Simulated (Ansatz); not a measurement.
# Calculations on C2H6BClO

**1. Relaxation**

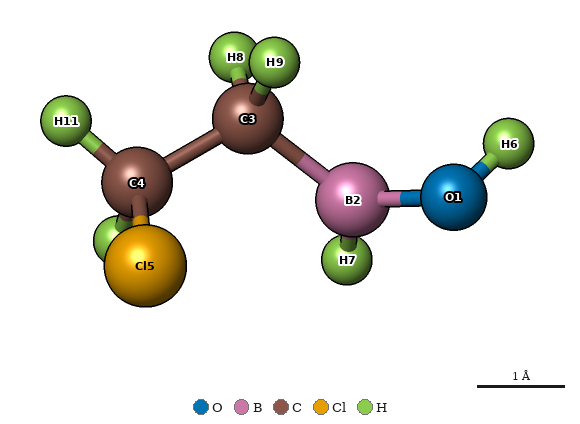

This is the input geometry for a relaxation of C2H6BClO. The picture is a ball-and-stick view, seen face on.

The run prepares an end point of a later path (torsion) calculation, from a guessed geometry.

Level of theory: Ansatz 0.2.0, RKS PBE0-D4/def2-SVP.

Input
```yaml
crystal:
  periodic: [false, false, false]
  atoms:
    - { symbol: O, position_ang: [0.0673, 2.0026, 1.092] }
    - { symbol: B, position_ang: [-0.6414, 0.8805, 0.4905] }
    - { symbol: C, position_ang: [0.116, -0.4974, 0.3409] }
    - { symbol: C, position_ang: [0.3382, -0.9407, -1.105] }
    - { symbol: Cl, position_ang: [1.3592, 0.1056, -2.0477] }
    - { symbol: H, position_ang: [-0.1862, 2.0036, 2.046] }
    - { symbol: H, position_ang: [-1.7248, 0.9713, 0.1104] }
    - { symbol: H, position_ang: [-0.3673, -1.2518, 0.9247] }
    - { symbol: H, position_ang: [1.1662, -0.3797, 0.8401] }
    - { symbol: H, position_ang: [-0.7331, -0.9711, -1.5639] }
    - { symbol: H, position_ang: [0.6713, -1.9797, -1.1074] }
basis:
  gaussian: { orbitals: def2-SVP }
hamiltonian:
  xc: pbe0
  dispersion: d4
relax:
  f_tol: 0.015
  max_steps: 40
output:
  orbitals: {}
```

Launched with:
```bash
ansatz run input.yaml --threads 2 --pin off --max-ram 3072MiB --backend cpu --events-out ev --progress --plain --runs-dir out
```

> What does the optimiser find from here?

The energy falls by 28.8 kcal/mol in 10 geometry steps. Largest force component: 3.4 eV/Å at the start, 0.009 eV/Å at the end. The largest move after the best rigid fit is that of H6, 0.70 Å. By element the largest moves are H 0.70 Å, O 0.57 Å, Cl 0.27 Å, B 0.21 Å, C 0.13 Å. Some distances before and after: O1–B2 1.457 → 1.350 Å, C3–H9 1.169 → 1.102 Å, B2–H7 1.152 → 1.218 Å, C4–Cl5 1.740 → 1.799 Å. Among the angles between lasting bonds that change: C3–C4–H10 104.3° → 111.8°, B2–O1–H6 106.0° → 112.9°, Cl5–C4–H11 113.1° → 106.3°. Groups turn about O1–B2 by about 85°, B2–C3 by about 20°. The run took 35 s on 2 threads of Arm Neoverse V1, on a shared host, peak memory 0.23 GiB.

History of the run:

```
step  E − E(0), kcal/mol  largest force component, eV/Å
   0                0.00                         3.3923
   1              -11.01                         1.6878
   2              -16.75                         2.4744
   3              -23.95                         1.0014
   4              -27.83                         0.3589
   5              -28.50                         0.1561
   6              -28.67                         0.2148
   7              -28.70                         0.1630
   8              -28.75                         0.0716
   9              -28.75                         0.0185
  10              -28.76                         0.0090
```

Final geometry:

```xyz
11

O     0.0281    1.6609    1.5505
B    -0.4681    0.8345    0.6059
C     0.2148   -0.5675    0.3810
C     0.2467   -0.9814   -1.0737
Cl    1.1238    0.2431   -2.0580
H    -0.4670    2.4823    1.6275
H    -1.4569    1.1596   -0.0266
H    -0.3807   -1.3166    0.9404
H     1.2274   -0.5840    0.8150
H    -0.7640   -1.0502   -1.5009
H     0.7613   -1.9376   -1.2405
```

After the run, drawn alike:

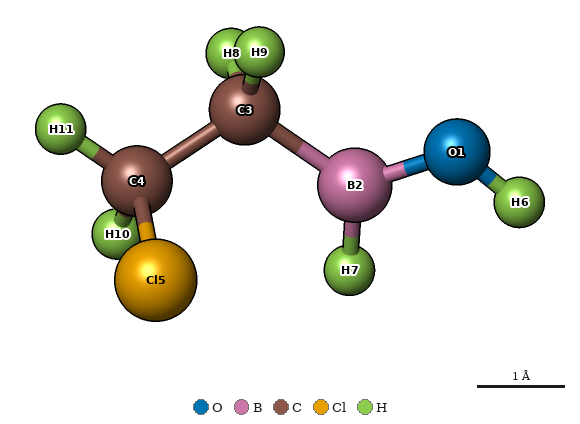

**2. Relaxation**

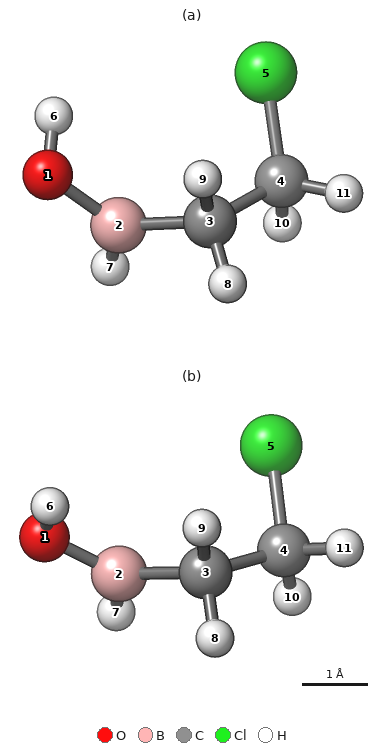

The structure of C₂H₆BClO before (top) and after (bottom) a relaxation, at one scale.

The picture is a ball-and-stick view, seen at a tilt.

The run prepares an end point of a later path (torsion) calculation, from a guessed geometry.

Method: RKS PBE0-D4/def2-SVP in Ansatz 0.2.0. (no spin polarisation; force threshold 0.015 eV/Å; at most 40 steps)

**Summarise the run.**

The energy falls by 110.7 kJ/mol in 17 geometry steps. Largest force component: 3.5 eV/Å at the start, 0.0054 eV/Å at the end. The atom that moves furthest after the best rigid fit is H6 (1.00 Å). By element the largest moves are H 1.00 Å, Cl 0.40 Å, O 0.32 Å, B 0.24 Å, C 0.17 Å. Near-neighbour distances that change, for instance: O1–B2 1.457 → 1.347 Å, C3–H9 1.169 → 1.104 Å, B2–H7 1.152 → 1.213 Å, C4–Cl5 1.740 → 1.798 Å. Bond angles that change, for instance: C3–C4–H10 104.3° → 111.5°, B2–O1–H6 106.0° → 113.2°, Cl5–C4–H11 113.1° → 106.4°. Groups turn about O1–B2 by about 80°.

**3. Path**

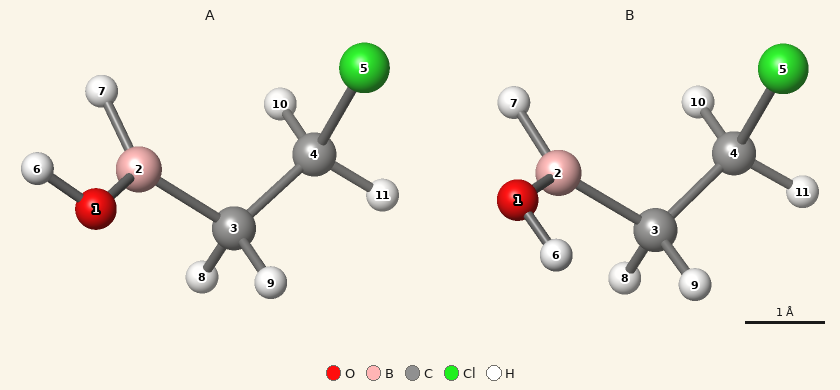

The two relaxed end points of a path for C$_{2}$H$_{6}$BClO. Style: ball-and-stick. Shown at a tilt.

Level of theory: Ansatz 0.2.0, RKS PBE0-D4/def2-SVP.

Set-up: 7 movable images; climbing image; force threshold 0.05 eV/Å; iteration limit 60.

Start:
```xyz
11

O     0.0268    1.6630    1.5482
B    -0.4709    0.8294    0.6108
C     0.2263   -0.5644    0.3791
C     0.2453   -0.9797   -1.0755
Cl    1.0952    0.2541   -2.0719
H    -0.4774    2.4784    1.6304
H    -1.4713    1.1415   -0.0098
H    -0.3529   -1.3200    0.9466
H     1.2444   -0.5679    0.8005
H    -0.7696   -1.0614   -1.4900
H     0.7695   -1.9298   -1.2475
```

End:
```xyz
11

O    -0.3692    1.9158    1.2878
B    -0.7166    0.8671    0.5169
C     0.1378   -0.4607    0.4037
C     0.2829   -0.9274   -1.0296
Cl    1.0954    0.3334   -2.0204
H     0.4839    1.8012    1.7217
H    -1.7721    0.9723   -0.0714
H    -0.4040   -1.2468    0.9656
H     1.1338   -0.3680    0.8714
H    -0.6956   -1.1053   -1.4971
H     0.8890   -1.8384   -1.1282
```

Question: What barrier does the band find between them, and by what path?

Answer: Forward barrier 0.61 eV, backward barrier 0.56 eV, with image 5 at the top; the reaction energy is +0.04 eV. The motion is a rotation about the O1–B2 bond by about 180°. No bond forms or breaks between the ends. Bond angles that change up to the highest image, for instance: B2–O1–H6 112.9° → 122.5°, O1–B2–C3 119.0° → 122.3°. The band is converged. At the top, the vibrational analysis gives one imaginary mode (791i cm⁻¹), as a transition state must have.

Energies of the converged images:

```csv
image,path (Å),E (eV)
0,0.00,0.000
1,0.27,0.003
2,0.54,0.029
3,0.80,0.184
4,1.07,0.456
5,1.34,0.606
6,1.72,0.338
7,2.09,0.065
8,2.47,0.041
```

The geometry at the top of the path:

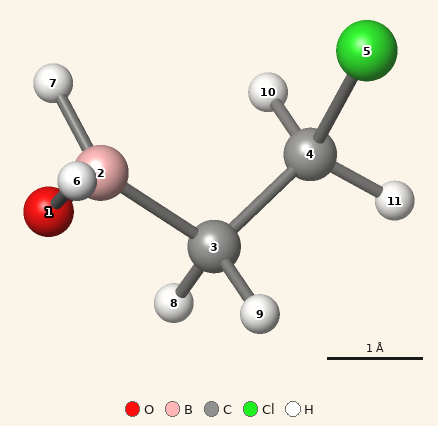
